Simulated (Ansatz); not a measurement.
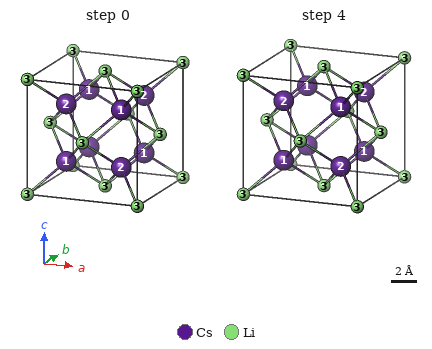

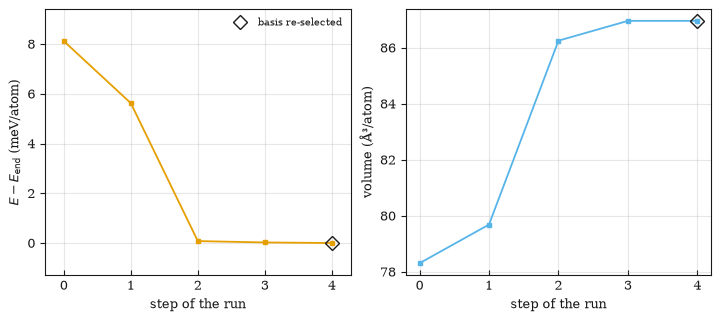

First and last geometry of a relaxation of crystalline Cs2Li (a generated structure, set up in Fm-3m), with the history of the run. A ball-and-stick model of the conventional cell (4 times the calculation's cell), seen slightly off an axis. Lengths and directions refer to the drawn axes.

Theory: Ansatz 0.2.0, DFT PBE, scalar-relativistic, plane waves, PAW. (plane-wave cutoff 420 eV; k-point mesh 8 × 8 × 8; occupations gaussian; smearing width 0.1 eV; no spin polarisation; cell and atoms relaxed; force threshold 0.01 eV/Å; at most 80 steps)

### Read the history and describe the run.

It converged. Over 3 accepted moves (4 points after the start) the energy falls by 8.1 meV per atom. All forces vanish by symmetry, so only the cell relaxes. The pressure goes from 0.32 to 0.00 GPa. The SCF was repeated once at an unchanged geometry on a basis and grid sized afresh for the cell, which shifted the energy by less than 0.05 meV per atom at most. No atom moves by more than 0.005 Å relative to the cell. The drawn cell changes as follows: a = b = c 9.795 → 10.143 Å (+3.6 %); the volume changes by +11.0 %. Among the contacts that change: Cs1–Li3 4.241 → 4.392 Å. The space group stays Fm-3m (No. 225). The run took 27 s on 1 thread of Arm Neoverse V2, on a shared host, peak memory 0.5 GiB.
